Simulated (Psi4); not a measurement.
**UCCSD(T)/cc-pVTZ run of PH (SMILES [PH])**

Aim: the vertical ionisation energy of PH at UCCSD(T)/cc-pVTZ, from 2 runs. 

The calculation is run with Psi4 1.11.

2 further runs of the same task are left out: 1 that didn't finish, 1 set aside as unsound or not needed.

## 1. Starting point

The species is PH (2 atoms), meant as a triplet with charge 0. SMILES: `[PH]`. The coordinates come from a PBE0-D4/def2-TZVP relaxation.

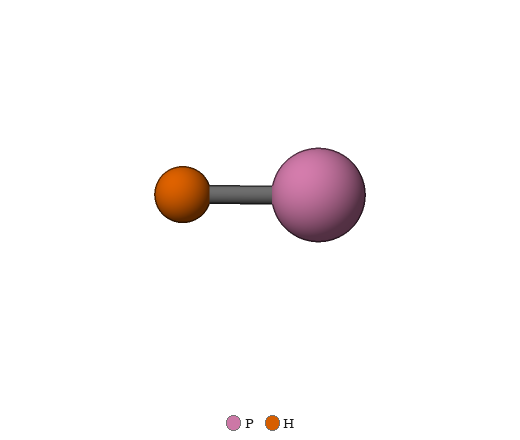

The structure, seen from a chosen angle (phosphorus pink, hydrogen orange).

## 2. A single-point energy at UCCSD(T)/cc-pVTZ

Contents of hp.xyz:

```xyz
2
HP
P      0.000000     0.000000    -0.014610
H      0.000000     0.000000     1.413680
```

Contents of run.py:

```python
import numpy as np
from ase.calculators.psi4 import Psi4
from ase.io import read

a = read('hp.xyz')
calc = Psi4(atoms=a, method='ccsd(t)', basis='cc-pVTZ', memory='2200MB', num_threads=1, charge=0, multiplicity=3, label='psi4-calc', reference='uhf')
calc.psi4.set_options({'puream': True, 'e_convergence': 1e-09, 'd_convergence': 1e-08, 'scf_type': 'pk', 'num_frozen_docc': 5, 'maxiter': 100})
a.calc = calc

print(f'energy: {a.get_potential_energy():.6f} eV')
```

Launch:

```sh
$ python run.py
```

psi4-calc.dat:

```text
[...]
  Running in c1 symmetry.
[...]
  Nuclear repulsion =    5.557455530774563
[...]
  Multiplicity = 3
[...]
  Nalpha       = 9
  Nbeta        = 7
[...]
    Number of basis functions: 48
[...]
   @UHF iter   1:  -341.28150241548497   -6.04467e-01   2.79802e-03 ADIIS/DIIS
[...]
   @UHF iter  12:  -341.29769969668587   -6.82121e-13   2.74177e-09 DIIS
[...]
   @S^2 Observed:                2.027044270E+00
[...]
    Orbital Energies [Eh]
    ---------------------
    Alpha Occupied:
       1A    -79.968888     2A     -7.511689     3A     -5.413249
       4A     -5.413249     5A     -5.397732     6A     -0.849433
       7A     -0.473900     8A     -0.385622     9A     -0.385622
    Alpha Virtual:
      10A      0.146420    11A      0.284453    12A      0.388140
      13A      0.388140    14A      0.398777    15A      0.398777
      16A      0.407175    17A      0.407175    18A      0.408042
      19A      0.527024    20A      0.742590    21A      0.997716
      22A      0.997716    23A      1.273911    24A      1.489400
      25A      1.489400    26A      1.493866    27A      1.493866
[...]
  @UHF Final Energy:  -341.29769969668587
   => Energetics <=
    Nuclear Repulsion Energy =              5.5574555307745630
    One-Electron Energy =                -483.1806016142028852
    Two-Electron Energy =                 136.3254463867424420
    Total Energy =                       -341.2976996966858678
  UHF NO Occupations:
  HONO-2 :    7  A 1.9871349
  HONO-1 :    8  A 1.0000000
[...]
 Multipole Moments:
 ------------------------------------------------------------------------------------
     Multipole            Electronic (a.u.)      Nuclear  (a.u.)        Total (a.u.)
 ------------------------------------------------------------------------------------
 L = 1.  Multiply by 2.5417464519 to convert [e a0] to [Debye]
 Dipole X            :          0.0000000            0.0000000            0.0000000
 Dipole Y            :         -0.0000000            0.0000000           -0.0000000
 Dipole Z            :         -1.1270860            1.3381952            0.2111092
 Magnitude           :                                                    0.2111092
[...]
      * MP2 total energy                      = -341.403982126171684
[...]
      * CCSD total energy                     = -341.427960725414323
[...]
      * CCSD(T) total energy                     = -341.432437275153006
```

The script printed:

```text
energy: -9290.849852 eV
```

Wall time 28 s (1 thread of Intel Xeon at 2.50GHz (Skylake/Cascade Lake), shared host); peak memory 0.43 GiB.

## 3. The doublet cation

Contents of job.in:

```
memory 2200 MB

molecule {
  1 2
  P      0.00000000     0.00000000    -0.02760890
  H      0.00000000     0.00000000     2.67146803
  units bohr
  symmetry c1
}

set {
  reference uhf
  puream true
  e_convergence 1e-09
  d_convergence 1e-08
  scf_type pk
  num_frozen_docc 5
  maxiter 100
}

energy('ccsd(t)/cc-pVTZ')
```

Launch:

```sh
$ psi4 job.in job.out -n 1
```

job.out:

```text
[...]
  Running in c1 symmetry.
[...]
  Nuclear repulsion =    5.557455526100918
[...]
  Multiplicity = 2
[...]
  Nalpha       = 8
  Nbeta        = 7
[...]
    Number of basis functions: 48
[...]
   @UHF iter   1:  -340.90277917548912   -2.25744e-01   3.99045e-03 DIIS/ADIIS
[...]
   @UHF iter  12:  -340.94271766918365   -9.09495e-13   3.52998e-09 DIIS
[...]
   @S^2 Observed:                7.666266681E-01
[...]
    Orbital Energies [Eh]
    ---------------------
    Alpha Occupied:
       1A    -80.364581     2A     -7.898869     3A     -5.802046
       4A     -5.786663     5A     -5.784066     6A     -1.141023
       7A     -0.783547     8A     -0.708257
    Alpha Virtual:
       9A     -0.327072    10A     -0.100529    11A      0.038230
      12A      0.111249    13A      0.129590    14A      0.130862
      15A      0.131608    16A      0.135777    17A      0.143039
      18A      0.153410    19A      0.275036    20A      0.460741
      21A      0.717200    22A      0.721014    23A      0.987133
      24A      1.154235    25A      1.154320    26A      1.161227
[...]
  @UHF Final Energy:  -340.94271766918365
   => Energetics <=
    Nuclear Repulsion Energy =              5.5574555261009175
    One-Electron Energy =                -477.3385623654763776
    Two-Electron Energy =                 130.8383891701918174
    Total Energy =                       -340.9427176691836507
  UHF NO Occupations:
  HONO-2 :    6  A 1.9996898
  HONO-1 :    7  A 1.9919696
[...]
 Multipole Moments:
 ------------------------------------------------------------------------------------
     Multipole            Electronic (a.u.)      Nuclear  (a.u.)        Total (a.u.)
 ------------------------------------------------------------------------------------
 L = 1.  Multiply by 2.5417464519 to convert [e a0] to [Debye]
 Dipole X            :         -0.0000000            0.0000000           -0.0000000
 Dipole Y            :          0.0000000            0.0000000            0.0000000
 Dipole Z            :         -0.9584453            1.3381952            0.3797500
 Magnitude           :                                                    0.3797500
[...]
      * MP2 total energy                      = -341.032126188635971
[...]
      * CCSD total energy                     = -341.058076133108955
[...]
      * CCSD(T) total energy                     = -341.061190515002465
[...]
```

It took 27 s on 1 thread of Intel Xeon at 2.50GHz (Skylake/Cascade Lake), shared host; peak memory 0.39 GiB.

## 4. Summary of results

At UCCSD(T)/cc-pVTZ, 5 core orbitals frozen:

| quantity | value |
| --- | --- |
| triplet PH: total energy | -341.43244 Eh |
| triplet PH: HOMO energy (Hartree–Fock orbitals) (highest over α and β) | -10.49 eV |
| triplet PH: LUMO energy (Hartree–Fock orbitals) (lowest over α and β) | 1.33 eV |
| triplet PH: correlation energy (5 core orbitals frozen) | -134.7 mEh |
| triplet PH: (T) correction | -4.48 mEh |
| triplet PH: ⟨S²⟩ of the reference determinant | 2.027 |
| triplet PH: T1 diagnostic | 0.025 |
| doublet cation: total energy | -341.06119 Eh |
| doublet cation: HOMO energy (Hartree–Fock orbitals) (highest over α and β) | -19.27 eV |
| doublet cation: LUMO energy (Hartree–Fock orbitals) (lowest over α and β) | -8.90 eV |
| doublet cation: correlation energy (5 core orbitals frozen) | -118.5 mEh |
| doublet cation: (T) correction | -3.11 mEh |
| doublet cation: ⟨S²⟩ of the reference determinant | 0.767 |
| doublet cation: T1 diagnostic | 0.022 |
| vertical ionisation energy (to the doublet cation) | 10.102 eV |

What this shows: Removing an electron at fixed nuclei costs 10.10 eV (233 kcal/mol). The triples (triplet PH) make up 3.3 % of the correlation energy. The triples (doublet cation) make up 2.6 % of the correlation energy.
